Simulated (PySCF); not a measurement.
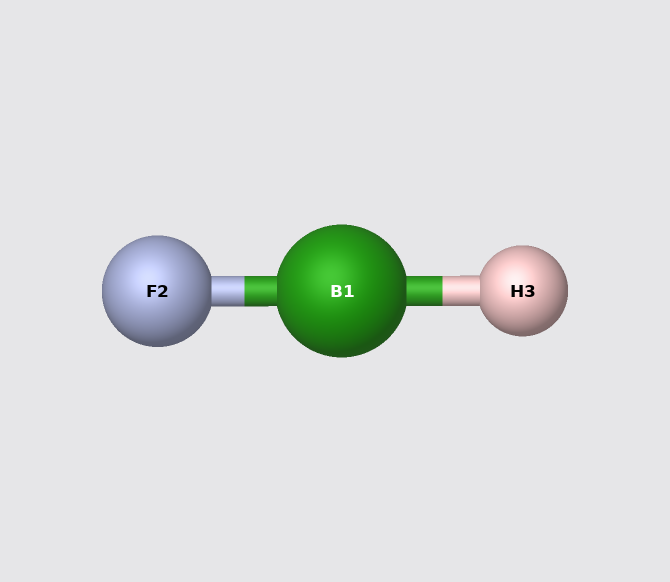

Charge +1, singlet. The geometry was computed by an optimisation with PBE0-D3(BJ)/def2-SVP. No frequency run is at hand to confirm it as a minimum. Method: B3LYP/pcJ-1 indirect spin-spin coupling, non-relativistic, gas phase (PySCF 2.14.0). Isotopes: 11B, 19F, 1H.

Give the spin–spin coupling constants of these pairs, with the number of bonds between them: B1/H3, B1/F2, F2/H3.

| pair | bonds apart | J (Hz) |
| --- | --- | --- |
| B1, H3 | 1 | 443.9 |
| B1, F2 | 1 | −113.9 |
| F2, H3 | 2 | 98.1 |

Density functionals are unreliable for couplings to fluorine, so those rows may be far off.
